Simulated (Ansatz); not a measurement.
# O2 (singlet): density functionals in cc-pVTZ

What do functionals of several rungs give for O2 (singlet)?

Computed with Ansatz 0.2.0, Gaussian basis. Level: cc-pVTZ, all electrons in the functionals, frozen cores in the correlation of double hybrids and RPA.

The runs, in order: SPW92, PBE, r2SCAN, PBE0, B3LYP, r2SCANh, wB97M-V, B2PLYP, RKS PBE0, RPA-PBE.

1 further run of the same task is left out (set aside as unsound or not needed).

**1. The system**

The geometry is a PBE0/def2-TZVP stationary point (not a proven minimum).

2 atoms, charge 0, spin multiplicity 1.

Atoms are counted from 1 here; the program's logs count them from 0.

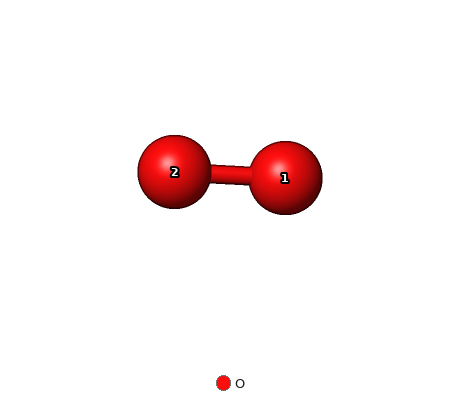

The geometry (oxygen red); atoms are numbered from 1 in the order of the file.

No dispersion term is added; wB97M-V holds VV10 nonlocal correlation. B3LYP takes the VWN-RPA correlation.

**2. SPW92 (unrestricted)**

Contents of in.yaml:

```yaml
crystal:
  periodic: [false, false, false]
  atoms:
    - {symbol: O, position_ang: [0.000000, 0.000000, 0.000000]}
    - {symbol: O, position_ang: [0.000000, 0.000000, 1.192971]}
basis:
  gaussian: {orbitals: cc-pVTZ}
magnetization: {spin_polarized: true, initial_magnetization: 0}
hamiltonian: {xc: {name: SPW92}}
```

The run is started by

```sh
> ansatz run in.yaml --threads 1 --pin off --events-out ev --progress --plain --max-ram 2176MiB
```

Log:

```text
Functional definition: SPW92
  name "SPW92"
  cite "Dirac, Proc. Camb. Phil. Soc. 26, 376 (1930) doi:10.1017/S0305004100016108"
  cite "Slater, Phys. Rev. 81, 385 (1951) doi:10.1103/PhysRev.81.385"
  cite "Perdew & Wang, Phys. Rev. B 45, 13244 (1992) doi:10.1103/PhysRevB.45.13244"
  exchange = slater_x
  correlation = pw_c
334 factors; their error is unknown
mean field evaluation 1: about -4060.8792 eV, gradient 1.5e1 eV
mean field evaluation 2: about -4060.8411 eV, gradient 1.7e1 eV
mean field evaluation 4: about -4061.3574 eV, gradient 8.7e0 eV
mean field evaluation 8: about -4061.4616 eV, gradient 5.4e0 eV
mean field evaluation 16: about -4061.6991 eV, gradient 1.3e0 eV
mean field evaluation 32: about -4061.4393 eV, gradient 5.4e0 eV
mean field evaluation 64: about -4062.6151 eV, gradient 5.2e-4 eV
mean field -4062.61513658 eV, -149.2983525298 hartree, gradient 1.7e-5 eV, S^2 1.001035; 6 other end points of the search recorded, 0 dependent functions left out
reference -4062.61514770 eV, -149.2983529385 hartree; 8, 8 occupied and 52, 52 virtual orbitals, 334 factors
Total energy: -4062.61514770 eV, -149.2983529385 hartree
```

Run time: 1.1 s. Hardware: 1 thread of Arm Neoverse V1, shared host.

From the report: ⟨S²⟩ of the determinant 1.001 (pure singlet: 0.00). The determinant is far from a pure spin state, so its energy mixes those of several spin states (harmless only where they are near-degenerate, as at dissociation).

**3. PBE (unrestricted)**

Changes to in.yaml since step 2:

```diff
@@ -8,2 +8,3 @@
 magnetization: {spin_polarized: true, initial_magnetization: 0}
-hamiltonian: {xc: {name: SPW92}}
+hamiltonian: {xc: {name: PBE}}
+output: {orbitals: {seedname: orbitals}}
```

Same command.

Log:

```text
Functional definition: PBE
  name "PBE"
  cite "Perdew, Burke & Ernzerhof, Phys. Rev. Lett. 77, 3865 (1996) doi:10.1103/PhysRevLett.77.3865"
  parent pbe
  parameter kappa = 0.804
  parameter beta = 0.06672455060314922
  exchange = pbe_x(kappa = kappa, mu = beta*pi^2/3)
  correlation = pbe_c(beta = beta)
334 factors; their error is unknown
mean field evaluation 1: about -4085.9016 eV, gradient 1.5e1 eV
mean field evaluation 2: about -4085.9053 eV, gradient 1.6e1 eV
mean field evaluation 4: about -4086.4199 eV, gradient 8.0e0 eV
mean field evaluation 8: about -4086.5120 eV, gradient 4.8e0 eV
mean field evaluation 16: about -4086.7622 eV, gradient 1.5e0 eV
mean field evaluation 32: about -4086.4971 eV, gradient 5.5e0 eV
mean field evaluation 64: about -4087.8159 eV, gradient 1.7e-5 eV
mean field -4087.81588571 eV, -150.2244629786 hartree, gradient 1.8e-5 eV, S^2 1.002315; 5 other end points of the search recorded, 0 dependent functions left out
reference -4087.81589799 eV, -150.2244634301 hartree; 8, 8 occupied and 52, 52 virtual orbitals, 334 factors
Total energy: -4087.81589799 eV, -150.2244634301 hartree
```

It took 2.4 s on 1 thread of Arm Neoverse V1, shared host.

From the report: ⟨S²⟩ of the determinant 1.002 (pure singlet: 0.00). The determinant is far from a pure spin state, so its energy mixes those of several spin states (harmless only where they are near-degenerate, as at dissociation).

**4. r2SCAN (unrestricted)**

Changes to in.yaml since step 3:

```diff
@@ -8,3 +8,2 @@
 magnetization: {spin_polarized: true, initial_magnetization: 0}
-hamiltonian: {xc: {name: PBE}}
-output: {orbitals: {seedname: orbitals}}
+hamiltonian: {xc: {name: r2SCAN}}
```

Launched as before.

Log (excerpt; [...] marks lines left out):

```text
Functional definition: r2SCAN
  name "r2SCAN"
  cite "Furness, Kaplan, Ning, Perdew & Sun, J. Phys. Chem. Lett. 11, 8208 (2020) doi:10.1021/acs.jpclett.0c02405"
  cite "Furness, Kaplan, Ning, Perdew & Sun, J. Phys. Chem. Lett. 11, 9248 (2020) doi:10.1021/acs.jpclett.0c03077"
  parent r2scan
[...]
334 factors; their error is unknown
[...]
mean field -4089.80870185 eV, -150.2976976212 hartree, gradient 1.0e-5 eV, S^2 1.005149; 5 other end points of the search recorded, 0 dependent functions left out
reference -4089.80870435 eV, -150.2976977128 hartree; 8, 8 occupied and 52, 52 virtual orbitals, 334 factors
Total energy: -4089.80870435 eV, -150.2976977128 hartree
```

It took 5.5 s on 1 thread of Arm Neoverse V1, shared host.

From the report: ⟨S²⟩ of the determinant 1.005 (pure singlet: 0.00). The determinant is far from a pure spin state, so its energy mixes those of several spin states (harmless only where they are near-degenerate, as at dissociation).

**5. PBE0 (unrestricted)**

Changes to in.yaml since step 4:

```diff
@@ -8,2 +8,3 @@
 magnetization: {spin_polarized: true, initial_magnetization: 0}
-hamiltonian: {xc: {name: r2SCAN}}
+hamiltonian: {xc: {name: PBE0}}
+output: {orbitals: {seedname: orbitals}}
```

Launched as before.

Log:

```text
Functional definition: PBE0
  name "PBE0"
  cite "Adamo & Barone, J. Chem. Phys. 110, 6158 (1999) doi:10.1063/1.478522"
  cite "Perdew, Burke & Ernzerhof, Phys. Rev. Lett. 77, 3865 (1996) doi:10.1103/PhysRevLett.77.3865"
  parent pbe
  parameter a = 0.25
  parameter kappa = 0.804
  parameter beta = 0.06672455060314922
  exchange = (1 - a)*pbe_x(kappa = kappa, mu = beta*pi^2/3) + a*exact_x
  correlation = pbe_c(beta = beta)
334 factors; their error is unknown
mean field evaluation 1: about -4085.7802 eV, gradient 1.1e1 eV
mean field evaluation 2: about -4086.0205 eV, gradient 5.7e0 eV
mean field evaluation 4: about -4086.1060 eV, gradient 1.5e-1 eV
mean field evaluation 8: about -4086.1006 eV, gradient 1.3e-3 eV
mean field evaluation 16: about -4086.3246 eV, gradient 1.5e0 eV
mean field evaluation 32: about -4086.1000 eV, gradient 2.2e-1 eV
mean field -4087.43420985 eV, -150.2104366495 hartree, gradient 1.2e-5 eV, S^2 1.005345; 4 other end points of the search recorded, 0 dependent functions left out
reference -4087.43421917 eV, -150.2104369919 hartree; 8, 8 occupied and 52, 52 virtual orbitals, 334 factors
Total energy: -4087.43421917 eV, -150.2104369919 hartree
```

It took 1.8 s on 1 thread of Arm Neoverse V1, shared host.

From the report: ⟨S²⟩ of the determinant 1.005 (pure singlet: 0.00). The determinant is far from a pure spin state, so its energy mixes those of several spin states (harmless only where they are near-degenerate, as at dissociation).

**6. B3LYP (unrestricted)**

Changes to in.yaml since step 5:

```diff
@@ -8,3 +8,2 @@
 magnetization: {spin_polarized: true, initial_magnetization: 0}
-hamiltonian: {xc: {name: PBE0}}
-output: {orbitals: {seedname: orbitals}}
+hamiltonian: {xc: {name: B3LYP}}
```

The command is unchanged.

Log (excerpt; [...] marks lines left out):

```text
Functional definition: B3LYP
  name "B3LYP"
  cite "Stephens, Devlin, Chabalowski & Frisch, J. Phys. Chem. 98, 11623 (1994) doi:10.1021/j100096a001"
  cite "Becke, Phys. Rev. A 38, 3098 (1988) doi:10.1103/PhysRevA.38.3098"
  cite "Lee, Yang & Parr, Phys. Rev. B 37, 785 (1988) doi:10.1103/PhysRevB.37.785"
  cite "Vosko, Wilk & Nusair, Can. J. Phys. 58, 1200 (1980) doi:10.1139/p80-159"
[...]
334 factors; their error is unknown
[...]
mean field -4091.63020085 eV, -150.3646364747 hartree, gradient 2.0e-5 eV, S^2 1.004567; 4 other end points of the search recorded, 0 dependent functions left out
reference -4091.63031108 eV, -150.3646405254 hartree; 8, 8 occupied and 52, 52 virtual orbitals, 334 factors
Total energy: -4091.63031108 eV, -150.3646405254 hartree
```

Run time: 1.8 s. Hardware: 1 thread of Arm Neoverse V1, shared host.

From the report: ⟨S²⟩ of the determinant 1.005 (pure singlet: 0.00). The determinant is far from a pure spin state, so its energy mixes those of several spin states (harmless only where they are near-degenerate, as at dissociation).

**7. r2SCANh (unrestricted)**

Changes to in.yaml since step 6:

```diff
@@ -8,2 +8,2 @@
 magnetization: {spin_polarized: true, initial_magnetization: 0}
-hamiltonian: {xc: {name: B3LYP}}
+hamiltonian: {xc: {name: r2SCANh}}
```

Same command.

Log (excerpt; [...] marks lines left out):

```text
Functional definition: r2SCANh
  name "r2SCANh"
  cite "Bursch, Neugebauer, Ehlert & Grimme, J. Chem. Phys. 156, 134105 (2022) doi:10.1063/5.0086040"
  cite "Furness, Kaplan, Ning, Perdew & Sun, J. Phys. Chem. Lett. 11, 8208 (2020) doi:10.1021/acs.jpclett.0c02405"
  cite "Furness, Kaplan, Ning, Perdew & Sun, J. Phys. Chem. Lett. 11, 9248 (2020) doi:10.1021/acs.jpclett.0c03077"
  parent r2scan
[...]
334 factors; their error is unknown
[...]
mean field -4089.47645387 eV, -150.2854877332 hartree, gradient 1.4e-5 eV, S^2 1.006316; 5 other end points of the search recorded, 0 dependent functions left out
reference -4089.47645616 eV, -150.2854878172 hartree; 8, 8 occupied and 52, 52 virtual orbitals, 334 factors
Total energy: -4089.47645616 eV, -150.2854878172 hartree
```

Wall time 5.5 s (1 thread of Arm Neoverse V1, shared host).

From the report: ⟨S²⟩ of the determinant 1.006 (pure singlet: 0.00). The determinant is far from a pure spin state, so its energy mixes those of several spin states (harmless only where they are near-degenerate, as at dissociation).

**8. wB97M-V (unrestricted)**

Changes to in.yaml since step 7:

```diff
@@ -8,2 +8,3 @@
 magnetization: {spin_polarized: true, initial_magnetization: 0}
-hamiltonian: {xc: {name: r2SCANh}}
+hamiltonian: {xc: {name: wB97M-V}}
+output: {orbitals: {seedname: orbitals}}
```

The command is unchanged.

Log (excerpt; [...] marks lines left out):

```text
Functional definition: wB97M-V
  name "wB97M-V"
  cite "Mardirossian & Head-Gordon, J. Chem. Phys. 144, 214110 (2016) doi:10.1063/1.4952647"
  cite "Becke, J. Chem. Phys. 107, 8554 (1997) doi:10.1063/1.475007"
  cite "Vydrov & Van Voorhis, J. Chem. Phys. 133, 244103 (2010) doi:10.1063/1.3521275"
  # Of w^i u^j: cxij and so on, Table III.
[...]
  gx(w, u) = 1 - cx + cx01*u + cx10*w
  gss(w, u) = css00 + css04*u^4 + css10*w + css20*w^2 + css43*w^4*u^3
  gos(w, u) = cos00 + cos10*w + (cos20 + cos21*u)*w^2 + (cos60 + cos61*u)*w^6
[...]
      + integral(e_c_pw_mod_opposite_spin*gos(b97_w_opposite, b97_u_opposite)) + vv10(b, c)
334 factors; their error is unknown
54 factors; integrals over basis functions are off by at most 4.1e-5 eV
[...]
mean field -4090.45008720 eV, -150.3212680981 hartree, gradient 1.0e-5 eV, S^2 1.003138; 4 other end points of the search recorded, 0 dependent functions left out
reference -4090.45009915 eV, -150.3212685373 hartree; 8, 8 occupied and 52, 52 virtual orbitals, 334 factors
Total energy: -4090.45009915 eV, -150.3212685373 hartree
```

Run time: 5.5 s. Hardware: 1 thread of Arm Neoverse V1, shared host.

From the report: ⟨S²⟩ of the determinant 1.003 (pure singlet: 0.00). The determinant is far from a pure spin state, so its energy mixes those of several spin states (harmless only where they are near-degenerate, as at dissociation).

**9. B2PLYP (unrestricted)**

Changes to in.yaml since step 8:

```diff
@@ -8,3 +8,3 @@
 magnetization: {spin_polarized: true, initial_magnetization: 0}
-hamiltonian: {xc: {name: wB97M-V}}
-output: {orbitals: {seedname: orbitals}}
+hamiltonian: {xc: {name: B2PLYP}}
+correlation: {electrons: outside_noble_gas}
```

Launched as before.

Log (excerpt; [...] marks lines left out):

```text
Functional definition: B2PLYP
  name "B2PLYP"
  cite "Grimme, J. Chem. Phys. 124, 034108 (2006) doi:10.1063/1.2148954"
  cite "Becke, Phys. Rev. A 38, 3098 (1988) doi:10.1103/PhysRevA.38.3098"
  cite "Lee, Yang & Parr, Phys. Rev. B 37, 785 (1988) doi:10.1103/PhysRevB.37.785"
[...]
373 factors; integrals over basis functions are off by at most 7.2e-4 eV
[...]
mean field -4085.17295278 eV, -150.1273369852 hartree, gradient 3.7e-6 eV, S^2 1.011069; 5 other end points of the search recorded, 0 dependent functions left out
2 core orbitals not correlated: weight in the atoms' cores, before any rotation towards them, 1.000 or more for the frozen orbitals, at most 0.000 for the correlated occupied ones
reference -4085.17302406 eV, -150.1273396044 hartree; 6, 6 occupied and 52, 52 virtual orbitals, 373 factors
second order -14.71124712 eV of doubles, -0.00000000 eV of singles
Total energy: -4089.14506078 eV, -150.2733092616 hartree
```

It took 2.6 s on 1 thread of Arm Neoverse V1, shared host.

From the report: ⟨S²⟩ of the determinant 1.011 (pure singlet: 0.00). The determinant is far from a pure spin state, so its energy mixes those of several spin states (harmless only where they are near-degenerate, as at dissociation).

**10. PBE0 (restricted)**

Contents of in.yaml:

```yaml
crystal:
  periodic: [false, false, false]
  atoms:
    - {symbol: O, position_ang: [0.000000, 0.000000, 0.000000]}
    - {symbol: O, position_ang: [0.000000, 0.000000, 1.192971]}
basis:
  gaussian: {orbitals: cc-pVTZ}
hamiltonian: {xc: {name: PBE0}}
```

Launched as before.

Log:

```text
Functional definition: PBE0
  name "PBE0"
  cite "Adamo & Barone, J. Chem. Phys. 110, 6158 (1999) doi:10.1063/1.478522"
  cite "Perdew, Burke & Ernzerhof, Phys. Rev. Lett. 77, 3865 (1996) doi:10.1103/PhysRevLett.77.3865"
  parent pbe
  parameter a = 0.25
  parameter kappa = 0.804
  parameter beta = 0.06672455060314922
  exchange = (1 - a)*pbe_x(kappa = kappa, mu = beta*pi^2/3) + a*exact_x
  correlation = pbe_c(beta = beta)
334 factors; their error is unknown
mean field evaluation 1: about -4085.7802 eV, gradient 1.6e1 eV
mean field evaluation 2: about -4086.0205 eV, gradient 8.1e0 eV
mean field evaluation 4: about -4086.1060 eV, gradient 2.2e-1 eV
mean field evaluation 8: about -4086.1006 eV, gradient 1.8e-3 eV
mean field -4086.10061702 eV, -150.1614280169 hartree, gradient 3.8e-6 eV, S^2 0.000000; 0 other end points of the search recorded, 0 dependent functions left out
reference -4086.10062545 eV, -150.1614283269 hartree; 8, 8 occupied and 52, 52 virtual orbitals, 334 factors
Total energy: -4086.10062545 eV, -150.1614283269 hartree
```

Run time: 0.92 s. Hardware: 1 thread of Arm Neoverse V1, shared host.

**11. RPA-PBE**

Changes to in.yaml since step 10:

```diff
@@ -7,2 +7,4 @@
   gaussian: {orbitals: cc-pVTZ}
-hamiltonian: {xc: {name: PBE0}}
+magnetization: {spin_polarized: true, initial_magnetization: 0}
+hamiltonian: {xc: {name: PBE}}
+correlation: {method: rpa, electrons: outside_noble_gas}
```

Launched as before.

Log (excerpt; [...] marks lines left out):

```text
Functional definition: PBE
  name "PBE"
  cite "Perdew, Burke & Ernzerhof, Phys. Rev. Lett. 77, 3865 (1996) doi:10.1103/PhysRevLett.77.3865"
  parent pbe
[...]
373 factors; integrals over basis functions are off by at most 7.2e-4 eV
[...]
mean field -4087.81587574 eV, -150.2244626123 hartree, gradient 2.8e-6 eV, S^2 1.002315; 7 other end points of the search recorded, 0 dependent functions left out
2 core orbitals not correlated: weight in the atoms' cores, before any rotation towards them, 1.000 or more for the frozen orbitals, at most 0.000 for the correlated occupied ones
reference -4071.58034494 eV, -149.6278178603 hartree; 6, 6 occupied and 52, 52 virtual orbitals, 373 factors
Total energy: -4089.86069502 eV, -150.2996083350 hartree
```

Run time: 3 s. Hardware: 1 thread of Arm Neoverse V1, shared host.

From the report: ⟨S²⟩ of the determinant 1.002 (pure singlet: 0.00). The determinant is far from a pure spin state, so its energy mixes those of several spin states (harmless only where they are near-degenerate, as at dissociation).

**12. Side by side**

| functional | energy (eV) | ⟨S²⟩ | time |
| --- | --- | --- | --- |
| SPW92 | -4062.6151 | 1.001 | 1.1 s |
| PBE | -4087.8159 | 1.002 | 2.4 s |
| r2SCAN | -4089.8087 | 1.005 | 5.5 s |
| PBE0 | -4087.4342 | 1.005 | 1.8 s |
| B3LYP | -4091.6303 | 1.005 | 1.8 s |
| r2SCANh | -4089.4765 | 1.006 | 5.5 s |
| wB97M-V | -4090.4501 | 1.003 | 5.5 s |
| B2PLYP | -4089.1451 | 1.011 | 2.6 s |
| RKS PBE0 | -4086.1006 | 0.000 | 0.92 s |
| RPA-PBE | -4089.8607 | 1.002 | 3 s |

Orbital levels of the runs that wrote orbitals: PBE HOMO -6.13, LUMO -4.58 eV; PBE0 HOMO -8.32, LUMO -3.07 eV; wB97M-V HOMO -10.57, LUMO -0.69 eV.

**13. Results**

| quantity | value |
| --- | --- |
| spread of total energies | 29.0 eV |
| quickest, slowest | RKS PBE0 0.92 s, r2SCAN 5.5 s |

In words: Total energies of different functionals can't be ranked; only differences within one functional count.
